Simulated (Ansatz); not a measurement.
# TiAlF2: one candidate of a structure search

Aim: relax a trial structure of TiAlF2 and see where it ends.

Computed with Ansatz 0.2.0 (DFT PBE, scalar-relativistic, plane waves, PAW, unless a step's input says otherwise).

1 further run of the same task is left out (it didn't finish).

## 1. The system as given

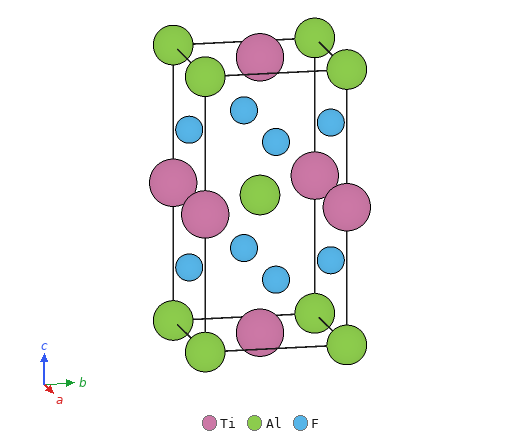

Start, viewed slightly off an axis; titanium pink, aluminium green, fluorine blue. Atoms on the faces are drawn again on the opposite ones. The cell drawn here is the conventional one.

Coordinates:

```
CELL_PARAMETERS angstrom
-1.91059 1.91059 3.71832
1.91059 -1.91059 3.71832
1.91059 1.91059 -3.71832
ATOMIC_POSITIONS crystal
Ti 0.50000 0.50000 0.00000
Al 0.00000 0.00000 0.00000
F 0.75000 0.25000 0.50000
F 0.25000 0.75000 0.50000
```

Recipe of the guess: species swapped into a database cell of TiCuNi2 (I4/mmm, No. 139), with Al on the Ti sites, Ti on the Cu sites and F on the Ni sites. The dimensions are guesses.

## 2. A first look at the guess

input.yaml reads:

```yaml
crystal:
  lattice:
    - [-1.91059434, 1.91059434, 3.71832457]
    - [1.91059434, -1.91059434, 3.71832457]
    - [1.91059434, 1.91059434, -3.71832457]
  atoms:
    - { symbol: Ti, position: [0.5, 0.5, 0.0], spin: 1.0 }
    - { symbol: Al, position: [0.0, 0.0, 0.0] }
    - { symbol: F, position: [0.75, 0.25, 0.5] }
    - { symbol: F, position: [0.25, 0.75, 0.5] }
basis:
  ecutwfc: 420
kpoints:
  mp_grid: { grid: [6, 6, 6] }
hamiltonian:
  xc: pbe
scf:
  occupations: { method: gaussian, width: 0.1 }
  lower_state_search: "off"
output:
  forces: true
  stress: true
  eigenvalues: true
  populations: true
magnetization:
  spin_polarized: true
```

The run is started by

```
> ansatz run input.yaml --threads 1 --pin off --max-ram 2560MiB --backend cpu --events-out ev --progress --plain --runs-dir out
```

Output, shortened:

```text
[...]
SCF converged after 23 iterations
Magnetization: -0.0000 μB (14.5000 up, 14.5000 down)
Absolute magnetization: 0.0000 μB (∫|ρ↑−ρ↓|, with the PAW one-centre terms)
Spin contamination: 0.0000 ħ² per cell (⟨S²⟩ above its minimum at these occupations)
Per-site moments (μB) at R_I (Å): [(-5.935286918181049e-6, 1.0996707775037882), (9.874883628878443e-7, 1.0996707775037882), (4.7200576513525945e-7, 1.0996707775037882), (4.720057653058073e-7, 1.0996707775037882)]
Free energy (F): -4652.711267 eV
[...]
E sigma→0 (E₀):  -4652.704051 eV
Entropy (-TS):   -0.014433 eV (-3.608 meV/atom)
Fermi energy:    8.845769 eV
[...]
--- Forces (eV/Å), atoms counted from 1 ---
  atom   1  Ti    -0.00000000     0.00000000     0.00000000
  atom   2  Al    -0.00000000     0.00000000     0.00000000
  atom   3  F      0.00000000     0.00000000     0.00000000
  atom   4  F      0.00000000     0.00000000     0.00000000
[...]
--- Stress (GPa, compression-positive) ---
       -2.736720       0.000000       0.000000
        0.000000      -2.736720       0.000000
        0.000000      -0.000000      -0.194574
  P = ⅓ Tr σ = -1.8893 GPa (-18.893 kbar)
--- Band table (eV; the first three rows and the last of 60) ---
  k-point 0 ↑: bands = ["-48.9254", "-25.6446", "-24.9524", "-24.9524", "-15.8112", "-15.0957", "2.0720", "2.0720", "2.2530", "2.5251", "3.2578", "3.9491", "3.9491", "8.8535", "9.0352", "9.4313", "9.8966", "9.8966", "11.8736"]
[...]
--- Löwdin populations: 4 sites ---
  site symbol       q [e]    m [muB]
     0     Ti     11.0798    -0.0000
     1     Al      2.8193     0.0000
     2      F      7.4866     0.0000
     3      F      7.4866     0.0000
  spilling = 0.004404 (of n_electrons = 29.000000)
```

Run time: 5.5 s. Hardware: 1 thread of INTEL XEON PLATINUM 8581C at 2.30GHz (Emerald Rapids), shared host; peak memory 0.42 GiB.

Per atom:

```
atom  Löwdin electrons
 Ti1             11.08
 Al2              2.82
  F3              7.49
  F4              7.49
```

From the probe: pressure -1.9 GPa, largest force 0.00 eV/Å, gap on this mesh none (metal). The coarse relaxation is skipped.

## 3. Relaxation on the finer mesh

input.yaml reads:

```yaml
crystal:
  lattice:
    - [-1.91059434, 1.91059434, 3.71832457]
    - [1.91059434, -1.91059434, 3.71832457]
    - [1.91059434, 1.91059434, -3.71832457]
  atoms:
    - { symbol: Ti, position: [0.5, 0.5, 0.0] }
    - { symbol: Al, position: [0.0, 0.0, 0.0] }
    - { symbol: F, position: [0.75, 0.25, 0.5] }
    - { symbol: F, position: [0.25, 0.75, 0.5] }
basis:
  ecutwfc: 420
kpoints:
  mp_grid: { grid: [18, 18, 18] }
hamiltonian:
  xc: pbe
scf:
  occupations: { method: gaussian, width: 0.1 }
output:
  forces: true
  stress: true
  eigenvalues: true
  write_density: true
  write_potential: true
  elf: true
  volumetric_format: npy
relax:
  adjacent_minimum: "off"
  f_tol: 0.01
  max_steps: 80
  cell: { stress_tol: 0.05 }
```

The run is started by

```
> ansatz run input.yaml --threads 1 --pin off --max-ram 2560MiB --backend cpu --events-out ev --progress --plain --runs-dir out
```

Output:

```text
Warning: RAYON_NUM_THREADS=1 ignored (pool sized by the plan → 1); use --threads N
Engine: ansatz 0.2.0, x86_64-unknown-linux-gnu
Pseudopotentials: kind: paw
Pseudopotential: Ti, paw, valence charge 12, recommended cutoff 420 eV (normal), Ti.paw.azcp
Pseudopotential: Al, paw, valence charge 3, recommended cutoff 420 eV (normal), Al.paw.azcp
Pseudopotential: F, paw, valence charge 7, recommended cutoff 420 eV (normal), F.paw.azcp
Functional definition: PBE
  parameter kappa = 0.804
  parameter beta = 0.06672455060314922
  exchange = pbe_x(kappa = kappa, mu = beta*pi^2/3)
  correlation = pbe_c(beta = beta)
Crystal: 4 atoms, lattice volume = 54.293 Å³
Basis set: ecut = 420 eV, 1049 PW (Γ), exchange–correlation on 64×64×64 points (8 copies of the dense FFT grid, shifted against one another)
Bands: 19, of which v1, the nominal top of the filled ones, is band 15 counted from 1 (14 counted from 0)
Symmetry: 16 space group operations
Space group: I4/mmm (ITA 139), of the structure as read, at distance tolerance 3.8e-5 Å
k-points: 480 of 5832
Non-local potential: Ti, projectors of the file, l = 0: 3, l = 1: 2, l = 2: 3, l = 3: 1
Non-local potential: Al, projectors of the file, l = 0: 2, l = 1: 2, l = 2: 1
Non-local potential: F, projectors of the file, l = 0: 2, l = 1: 2, l = 2: 1
PAW form: soft (Blöchl's): semilocal exchange-correlation on the pseudo side does not see the compensation charge
PAW one-centre angular grid: Ti, 590 points (default); XC on 64 Gauss nodes
PAW one-centre angular grid: Al, 110 points (default); XC on 64 Gauss nodes
PAW one-centre angular grid: F, 110 points (default); XC on 64 Gauss nodes
Initial density: superposition of atomic densities (neutral atoms: chi_scale 0, normalization atom), corrected by the library's trained network
Initial wavefunctions: pseudopotential atomic-orbital guess
Functional: x = pbe(κ = 0.804, μ = 0.2195149727645171), c = pbe(β = 0.06672455060314922)
SCF iter   1: F=—  HF=-4652.764281 eV  |F-HF|=—  |Δ(HF+E_count)|=         —  Δρ=1.90e-2  dr2=1.53e-1  ethr=1.77e-3  ⟨swp⟩=5.1  Hψ=42505  notcnv=0
preconditioner: auto → Kerker (q_TF=auto, 2.458 Å⁻¹)  [metal: Δε(μ)=0.007 eV  Ē_g=5.996 eV  σ=0.100 eV  W_gap=0.04  n_scr=14 (ndim 8)  ℏωp=20.8 eV  f_vac=0.000  D(μ)=2.05/eV (n_scr^D=14)]
SCF iter   2: F=—  HF=-4652.718791 eV  |F-HF|=—  |Δ(HF+E_count)|=   4.55e-2  Δρ=8.00e-3  dr2=4.27e-2  ethr=5.29e-4  ⟨swp⟩=2.0  Hψ=14469  notcnv=0
SCF iter   3: F=—  HF=-4652.708403 eV  |F-HF|=—  |Δ(HF+E_count)|=   1.04e-2  Δρ=2.54e-3  dr2=3.92e-3  ethr=1.47e-4  ⟨swp⟩=1.7  Hψ=10286  notcnv=0
SCF iter   4: F=—  HF=-4652.707644 eV  |F-HF|=—  |Δ(HF+E_count)|=   7.59e-4  Δρ=8.11e-4  dr2=7.54e-4  ethr=1.35e-5  ⟨swp⟩=2.3  Hψ=15026  notcnv=0
SCF iter   5: F=—  HF=-4652.707479 eV  |F-HF|=—  |Δ(HF+E_count)|=   1.64e-4  Δρ=3.05e-4  dr2=7.27e-5  ethr=2.60e-6  ⟨swp⟩=2.3  Hψ=11682  notcnv=0
SCF iter   6: F=—  HF=-4652.707475 eV  |F-HF|=—  |Δ(HF+E_count)|=   3.97e-6  Δρ=9.54e-5  dr2=4.18e-6  ethr=2.51e-7  ⟨swp⟩=2.0  Hψ=15603  notcnv=0  defer=6
SCF iter   7: F=—  HF=-4652.707476 eV  |F-HF|=—  |Δ(HF+E_count)|=   3.67e-7  Δρ=3.80e-5  dr2=5.51e-7  ethr=1.44e-8  ⟨swp⟩=3.0  Hψ=17680  notcnv=0  defer=7
SCF iter   8: F=-4652.707476 eV  HF=-4652.707476 eV  |F-HF|=3.11e-8  |Δ(HF+E_count)|=   4.74e-9  Δρ=1.18e-5  dr2=7.92e-8  ethr=3.45e-10  ⟨swp⟩=8.5  Hψ=57795  notcnv=0
SCF 1 converged in 8 iterations: F = -4652.707476 eV  dr2 = 7.92e-8
relax step   1: F+E_penalty+E_count = -4652.70747557 eV  Δ(F+E_penalty+E_count) = +0.000e0 eV  max|allowed force component| = 2.168e-18 eV/Å  Δτ_max = 0.0000 Å  P = -1.861 GPa  Ω = 54.293 Å³  (8 SCF iters, dr2 threshold 1.00e-7 eV, accepted)
Crystal: 4 atoms, lattice volume = 53.012 Å³
Basis set: ecut = 420 eV, 1033 PW (Γ), exchange–correlation on 64×64×64 points (8 copies of the dense FFT grid, shifted against one another)
Initial density: handed on by an earlier stage of this run
Initial wavefunctions: those handed on with the density
iter 1 solved again at ethr=9.28e-5 eV; its pass at ethr=3.10e-3 eV (dr2=2.69e-2 eV) is discarded
SCF iter   1: F=—  HF=-4652.730967 eV  |F-HF|=—  |Δ(HF+E_count)|=         —  Δρ=6.24e-3  dr2=2.64e-2  ethr=9.28e-5  ⟨swp⟩=1.0  Hψ=49884  notcnv=0
preconditioner: auto → Kerker (q_TF=auto, 2.467 Å⁻¹)  [metal: Δε(μ)=0.007 eV  Ē_g=5.954 eV  σ=0.100 eV  W_gap=0.04  n_scr=14 (ndim 8)  ℏωp=21.0 eV  f_vac=0.000  D(μ)=2.20/eV (n_scr^D=14)]
SCF iter   2: F=—  HF=-4652.726178 eV  |F-HF|=—  |Δ(HF+E_count)|=   4.79e-3  Δρ=3.02e-3  dr2=9.94e-3  ethr=9.09e-5  ⟨swp⟩=1.0  Hψ=9120  notcnv=0
SCF iter   3: F=—  HF=-4652.723380 eV  |F-HF|=—  |Δ(HF+E_count)|=   2.80e-3  Δρ=1.12e-3  dr2=1.79e-3  ethr=3.43e-5  ⟨swp⟩=1.1  Hψ=9161  notcnv=0
SCF iter   4: F=—  HF=-4652.722790 eV  |F-HF|=—  |Δ(HF+E_count)|=   5.90e-4  Δρ=4.24e-4  dr2=1.00e-4  ethr=6.16e-6  ⟨swp⟩=2.3  Hψ=12499  notcnv=0
SCF iter   5: F=—  HF=-4652.722782 eV  |F-HF|=—  |Δ(HF+E_count)|=   7.66e-6  Δρ=1.87e-4  dr2=1.56e-5  ethr=3.45e-7  ⟨swp⟩=2.1  Hψ=13562  notcnv=0
SCF iter   6: F=—  HF=-4652.722784 eV  |F-HF|=—  |Δ(HF+E_count)|=   1.58e-6  Δρ=3.89e-5  dr2=6.82e-7  ethr=5.38e-8  ⟨swp⟩=2.0  Hψ=13072  notcnv=0
SCF iter   7: F=-4652.722784 eV  HF=-4652.722784 eV  |F-HF|=1.89e-8  |Δ(HF+E_count)|=   3.42e-7  Δρ=7.58e-6  dr2=2.89e-8  ethr=1.38e-9  ⟨swp⟩=8.3  Hψ=58852  notcnv=0
SCF 2 converged in 7 iterations: F = -4652.722784 eV  dr2 = 2.89e-8
relax step   2: F+E_penalty+E_count = -4652.72278428 eV  Δ(F+E_penalty+E_count) = -1.531e-2 eV  max|allowed force component| = 1.735e-18 eV/Å  Δτ_max = 0.0000 Å  P = +0.164 GPa  Ω = 53.012 Å³  energy of the carried Pulay correction = +3.915e-3 eV  (7 SCF iters, dr2 threshold 4.00e-7 eV, accepted)
Crystal: 4 atoms, lattice volume = 53.055 Å³
iter 1 solved again at ethr=4.37e-6 eV; its pass at ethr=3.10e-3 eV (dr2=1.27e-3 eV) is discarded
SCF iter   1: F=—  HF=-4652.723344 eV  |F-HF|=—  |Δ(HF+E_count)|=         —  Δρ=1.56e-3  dr2=1.40e-3  ethr=4.37e-6  ⟨swp⟩=2.0  Hψ=48382  notcnv=0
preconditioner: auto → Kerker (q_TF=auto, 2.467 Å⁻¹)  [metal: Δε(μ)=0.003 eV  Ē_g=6.045 eV  σ=0.100 eV  W_gap=0.02  n_scr=14 (ndim 8)  ℏωp=21.0 eV  f_vac=0.000  D(μ)=2.50/eV (n_scr^D=22)]
SCF iter   2: F=—  HF=-4652.723137 eV  |F-HF|=—  |Δ(HF+E_count)|=   2.08e-4  Δρ=6.37e-4  dr2=2.60e-4  ethr=4.37e-6  ⟨swp⟩=1.3  Hψ=9278  notcnv=0
SCF iter   3: F=—  HF=-4652.723092 eV  |F-HF|=—  |Δ(HF+E_count)|=   4.51e-5  Δρ=1.57e-4  dr2=1.39e-5  ethr=8.95e-7  ⟨swp⟩=1.8  Hψ=9578  notcnv=0
SCF iter   4: F=—  HF=-4652.723090 eV  |F-HF|=—  |Δ(HF+E_count)|=   1.44e-6  Δρ=4.41e-5  dr2=9.56e-7  ethr=4.78e-8  ⟨swp⟩=1.9  Hψ=9630  notcnv=0
iter 5 did not close the SCF: its close was put off for the readings that it lacked (scf_convergence_deferred on its scf_iter line)
SCF iter   5: F=-4652.723090 eV  HF=-4652.723090 eV  |F-HF|=6.82e-8  |Δ(HF+E_count)|=   1.01e-7  Δρ=1.71e-5  dr2=1.05e-7  ethr=3.30e-9  ⟨swp⟩=2.0  Hψ=13169  notcnv=0
SCF iter   6: F=-4652.723090 eV  HF=-4652.723090 eV  |F-HF|=1.81e-9  |Δ(HF+E_count)|=   1.95e-8  Δρ=4.39e-6  dr2=1.17e-8  ethr=3.61e-10  ⟨swp⟩=5.0  Hψ=49947  notcnv=0
SCF 3 converged in 6 iterations: F = -4652.723090 eV  dr2 = 1.17e-8
relax step   3: F+E_penalty+E_count = -4652.72309026 eV  Δ(F+E_penalty+E_count) = -3.060e-4 eV  max|allowed force component| = 3.036e-18 eV/Å  Δτ_max = 0.0000 Å  P = +0.101 GPa  Ω = 53.055 Å³  energy of the carried Pulay correction = +3.768e-3 eV  (6 SCF iters, dr2 threshold 4.00e-7 eV, accepted)
[... 11 lines left out ...]
relax step   4: F+E_penalty+E_count = -4652.72296729 eV  Δ(F+E_penalty+E_count) = +1.230e-4 eV  max|allowed force component| = 4.930e-31 eV/Å  Δτ_max = 0.0000 Å  P = -0.012 GPa  Ω = 53.120 Å³  energy of the carried Pulay correction = +3.574e-3 eV  (6 SCF iters, dr2 threshold 2.10e-7 eV, accepted)
[... 10 lines left out ...]
relax step   5: F+E_penalty+E_count = -4652.72006206 eV  Δ(F+E_penalty+E_count) = +2.905e-3 eV  max|allowed force component| = 3.469e-18 eV/Å  Δτ_max = 0.0000 Å  P = -0.131 GPa  Ω = 53.120 Å³  stress off target by 1.66e-1 GPa  SCF on the basis re-selected at this cell (its energy is not comparable with the rows above)  (6 SCF iters)
[... 12 lines left out ...]
relax step   6: F+E_penalty+E_count = -4652.72033437 eV  Δ(F+E_penalty+E_count) = -2.723e-4 eV  max|allowed force component| = 8.674e-19 eV/Å  Δτ_max = 0.0000 Å  P = -0.005 GPa  Ω = 53.044 Å³  energy of the carried Pulay correction = +2.325e-4 eV  (6 SCF iters, dr2 threshold 6.91e-8 eV, accepted)
iter 1 solved again at ethr=1.11e-8 eV; its pass at ethr=3.10e-3 eV (dr2=3.22e-6 eV) is discarded
SCF iter   1: F=—  HF=-4652.720103 eV  |F-HF|=—  |Δ(HF+E_count)|=         —  Δρ=1.45e-5  dr2=1.98e-8  ethr=1.11e-8  ⟨swp⟩=3.1  Hψ=66053  notcnv=0
preconditioner: auto → Kerker (q_TF=auto, 2.467 Å⁻¹)  [metal: Δε(μ)=0.005 eV  Ē_g=6.051 eV  σ=0.100 eV  W_gap=0.03  n_scr=14 (ndim 8)  ℏωp=21.0 eV  f_vac=0.000  D(μ)=2.41/eV (n_scr^D=14)]
SCF iter   2: F=—  HF=-4652.720102 eV  |F-HF|=—  |Δ(HF+E_count)|=   9.04e-7  Δρ=6.32e-6  dr2=4.28e-9  ethr=6.83e-11  ⟨swp⟩=2.0  Hψ=13651  notcnv=0
SCF iter   3: F=—  HF=-4652.720102 eV  |F-HF|=—  |Δ(HF+E_count)|=   5.09e-9  Δρ=1.72e-6  dr2=7.34e-10  ethr=1.48e-11  ⟨swp⟩=2.7  Hψ=14418  notcnv=0
SCF iter   4: F=—  HF=-4652.720102 eV  |F-HF|=—  |Δ(HF+E_count)|=  6.18e-10  Δρ=3.19e-7  dr2=7.20e-11  ethr=2.53e-12  ⟨swp⟩=2.4  Hψ=13296  notcnv=0
iter 5 did not close the SCF: its close was put off for the readings that it lacked (scf_convergence_deferred on its scf_iter line)
SCF iter   5: F=-4652.720102 eV  HF=-4652.720102 eV  |F-HF|=2.73e-12  |Δ(HF+E_count)|=  4.64e-11  Δρ=1.30e-7  dr2=1.33e-11  ethr=1.00e-12  ⟨swp⟩=1.0  Hψ=9122  notcnv=0
SCF iter   6: F=-4652.720102 eV  HF=-4652.720102 eV  |F-HF|=1.82e-12  |Δ(HF+E_count)|=  4.55e-12  Δρ=3.41e-8  dr2=1.36e-12  ethr=1.00e-12  ⟨swp⟩=4.0  Hψ=36809  notcnv=0
SCF 7 converged in 6 iterations: F = -4652.720102 eV  dr2 = 1.36e-12
relax step   7: F+E_penalty+E_count = -4652.72010170 eV  Δ(F+E_penalty+E_count) = +2.327e-4 eV  max|allowed force component| = 1.735e-18 eV/Å  Δτ_max = 0.0000 Å  P = -0.010 GPa  Ω = 53.044 Å³  stress off target by 1.21e-2 GPa  SCF on the basis re-selected at this cell (its energy is not comparable with the rows above)  (6 SCF iters)
basis re-selected at this cell: Δ(F+E_penalty+E_count) = +2.327e-4 eV, ΔP = -0.005 GPa vs the last step (what re-selecting the basis moved, of the pressure what is left beyond the Pulay correction that the steps carried, after the strain that the cell walked since its last selection, with what the two solves' SCF thresholds leave and, on support functions, any second-order correction that the steps lacked; it is no measure of the basis error at this ecutwfc). This SCF's stress stands 1.21e-2 GPa from its target on what of the cell is left free (relax.cell.stress_tol is 5.00e-2 GPa) and its largest allowed force component is 1.73e-18 eV/Å (relax.f_tol is 1.00e-2 eV/Å): within both
SCF converged after 6 iterations
Free energy (F): -4652.720102 eV
Harris-Foulkes:  -4652.720102 eV  (|F-HF|=1.82e-12)
Internal energy: -4652.708074 eV  (E = F + TS)
E sigma→0 (E₀):  -4652.714088 eV
Entropy (-TS):   -0.012028 eV (-3.007 meV/atom)
Fermi energy:    9.111217 eV
--- Per-component energies (eV) ---
  E_band       = -236.859553
  E_kinetic    = 703.490548
  E_local      = -2124.168695  (includes V_loc(G=0)·N_el)
  E_nonlocal   = 169.078687
  E_hartree    = 837.026138
  E_xc         = -294.983322
  E_vxc        = -352.890139  (∫ρ·V_xc dr)
  E_paw        = -1915.714399  (= ΣΔE_a)
  E_vpaw       = -306.426409  (= ΣTr[D̂ρ^β])
  E_aug_tail   = 0.004184  (compensation charges beyond the density's cutoff)
  E_ewald      = -2027.441214
  E_smearing   = -0.012028  (= −TS)
  E_closure    = 0.000000  (closes the sum)
  Σ components = -4652.720102   (vs F -4652.720102, Δ=0.00e0)
--- Forces (eV/Å), atoms counted from 1 ---
  atom   1  Ti    -0.00000000     0.00000000     0.00000000
  atom   2  Al    -0.00000000     0.00000000    -0.00000000
  atom   3  F     -0.00000000     0.00000000     0.00000000
  atom   4  F     -0.00000000    -0.00000000     0.00000000
  max |Σ_I F_I| component: 3.47e-18 eV/Å
--- Stress (GPa, compression-positive) ---
       -0.012101      -0.000000       0.000000
       -0.000000      -0.012101       0.000000
        0.000000      -0.000000      -0.007023
  P = ⅓ Tr σ = -0.0104 GPa (-0.104 kbar)
--- Band table (eV; the first three rows and the last of 480) ---
  k-point 0: bands = ["-48.6357", "-25.3650", "-24.6615", "-24.6615", "-15.6359", "-14.8529", "2.2591", "2.2591", "2.3885", "2.7391", "3.4403", "4.2365", "4.2365", "9.1737", "9.3076", "9.6338", "10.1841", "10.1841", "12.2629"]
  k-point 1: bands = ["-48.6356", "-25.3650", "-24.6626", "-24.6622", "-15.6233", "-14.8639", "2.2146", "2.3168", "2.4244", "2.7220", "3.3755", "4.2433", "4.2712", "9.1885", "9.2332", "9.6442", "10.1678", "10.1835", "12.2381"]
  k-point 2: bands = ["-48.6353", "-25.3648", "-24.6657", "-24.6644", "-15.5867", "-14.8952", "2.1291", "2.4843", "2.4852", "2.6741", "3.1566", "4.2634", "4.4211", "8.9244", "9.3220", "9.6770", "10.1189", "10.1820", "12.2071"]
  k-point 479: bands = ["-48.6354", "-25.3783", "-24.6628", "-24.6628", "-15.5509", "-14.8788", "0.2458", "2.3230", "2.3230", "3.4987", "4.1990", "4.1990", "6.6382", "8.5221", "9.3841", "9.7181", "9.7181", "10.4414", "10.5486"]
--- Relaxed structure (5 steps of the walk, 5 accepted, 2 SCFs on fresh bases) ---
  F+E_penalty+E_count = -4652.72010170 eV   max|allowed force component| = 1.735e-18 eV/Å   (the final SCF, on the basis selected at the relaxed cell)
  cell:  # Å, volume = 53.0442 Å³
    - [-1.884683945332159, 1.884683945332159, 3.733364946882568]
    - [1.884683945332159, -1.884683945332159, 3.733364946882568]
    - [1.884683945332159, 1.884683945332159, -3.733364946882568]
  atoms:
    - { symbol: Ti, position: [0.49999999999999994, 0.49999999999999994, -6.549434230905399e-35] }
    - { symbol: Al, position: [-3.785858929179746e-36, -1.1069180653021823e-34, -1.1478115552745015e-34] }
    - { symbol: F, position: [0.7499999999999999, 0.25, 0.5] }
    - { symbol: F, position: [0.25, 0.7499999999999999, 0.5] }
```

Run time: 1.8 min. Hardware: 1 thread of INTEL XEON PLATINUM 8581C at 2.30GHz (Emerald Rapids), shared host; peak memory 0.76 GiB.

The steps of the relaxation:

| step | E - E(step 1) (eV/cell) | largest force component (eV/Å) | pressure (GPa) | volume (Å³) |
| --- | --- | --- | --- | --- |
| 1 | 0.0000 | 0.0000 | -1.86 | 54.29 |
| 2 | -0.0153 | 0.0000 | 0.16 | 53.01 |
| 3 | -0.0156 | 0.0000 | 0.10 | 53.05 |
| 4 | -0.0155 | 0.0000 | -0.01 | 53.12 |
| 5 | -0.0126 | 0.0000 | -0.13 | 53.12 |
| 6 | -0.0129 | 0.0000 | -0.01 | 53.04 |
| 7 | -0.0126 | 0.0000 | -0.01 | 53.04 |

Step 1 is the start. Steps 5, 7 each repeat the geometry before them on a plane-wave basis chosen anew, so the energy can jump there without any move.

Lengths and angles in the start's conventional setting:

|  | before | after | change |
| --- | --- | --- | --- |
| a (Å) | 3.821 | 3.769 | -1.4 % |
| b (Å) | 3.821 | 3.769 | -1.4 % |
| c (Å) | 7.437 | 7.467 | +0.4 % |
| volume (Å³/atom) | 13.57 | 13.26 | -2.3 % |
| shortest distance (Å) | 2.666 | 2.653 | -0.5 % |
| space group (0.01 Å) | I4/mmm | I4/mmm | same |

The run keeps the 16 symmetry operations of the start, so it could not have lowered the symmetry.

The maps below are laid out on this run's own conventional cell (a, b, c = 3.769, 3.769, 7.467 Å).

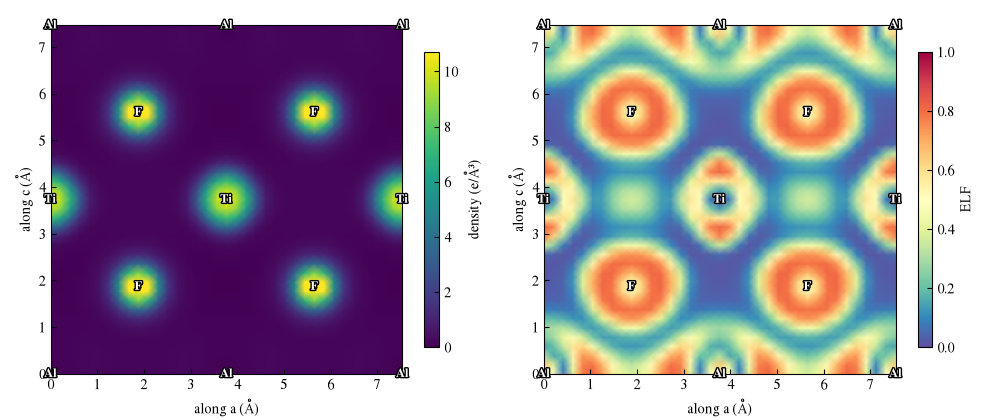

Density (left) and ELF (right) in a lattice plane of the grid's cell (edges 3.77 and 7.47 Å, at 0.000 of the third edge), which holds Ti and Al and F. Only atoms in the plane are labelled; the density scale stops at 10.71 e/Å³. Both are smooth fields of the valence electrons: close to the nuclei they are not physical.

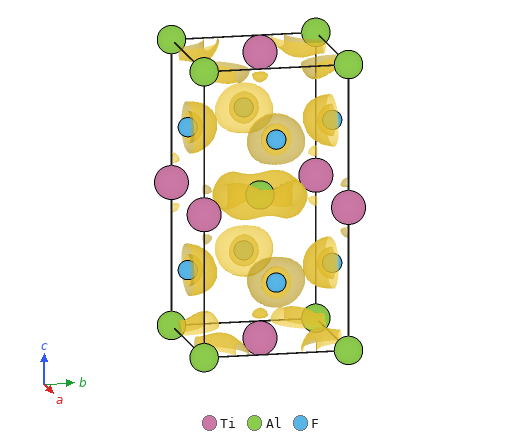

Surface of ELF = 0.76, drawn in one cell.

Maxima of ELF outside the ion cores: 0.86 on the Al–Ti line, 1.0 Å from Al; 0.82 in the shell around F, 0.6 Å from F.

## 4. Outcome

| quantity | value |
| --- | --- |
| symmetry at the end (tolerance 0.05 Å) | space group I4/mmm (No. 139) |
| conventional cell | a = 3.769 Å, b = 3.769 Å, c = 7.467 Å, α = 90.00°, β = 90.00°, γ = 90.00° |
| volume | 13.26 Å³/atom |
| energy over the elements (uncorrected; H, N, O, F and Cl as molecules) | -1.09 eV/atom |
| gap on the mesh | none (metal) |

In words: The space group I4/mmm (No. 139) is kept, and the volume per atom shrinks by 2.3 % from the first guess. It lies below the elements, which doesn't yet make it stable: competing phases were not computed in this session. No finished test with a distortion of lower symmetry is shown, so the end may be a saddle point. A spin-polarised run here lost its starting moments, which speaks against magnetism, though one start doesn't rule it out. Other magnetic orders were not searched.
